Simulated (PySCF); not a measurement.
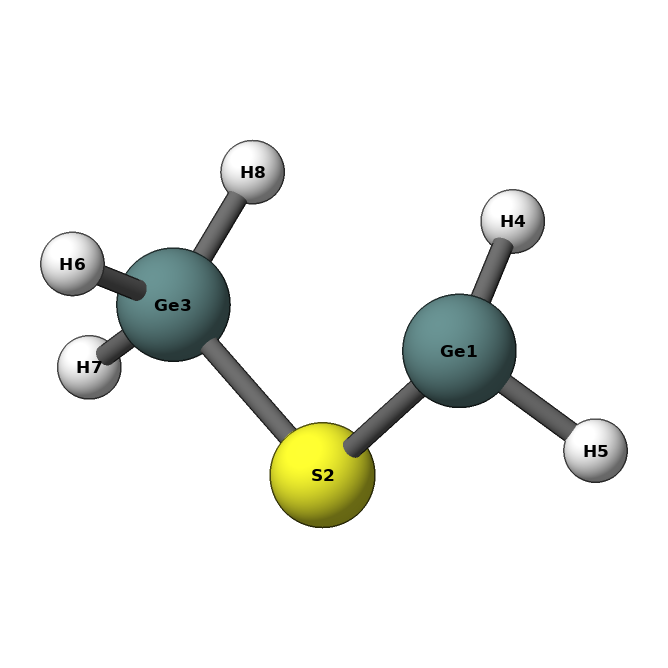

The questions are on Mulliken spin populations. State: neutral, doublet. The geometry was computed by an optimisation with GFN2-xTB. No frequency run is at hand to confirm it as a minimum. Level of theory: UKS B3LYP, def2-TZVP-core on Ge, pcH-1 on H S, non-relativistic (PySCF 2.14.0).

Q: Which atom carries the largest spin population?

A: Ge1 (0.60 e).

Q: Which atom has the lowest spin population?

A: Ge3, H7, H8 (0.00 e).

Give the Mulliken spin populations atom by atom.

```
atom  value (e)
 Ge1       0.60
  S2       0.22
 Ge3       0.00
  H4       0.10
  H5       0.07
  H6       0.01
  H7       0.00
  H8       0.00
```

Mulliken values depend strongly on the basis set. The geometry is semi-empirical. Around Ge such bond lengths and angles can be off by a tenth of an ångström or more and by several degrees, and values that hang on the shape move with them.
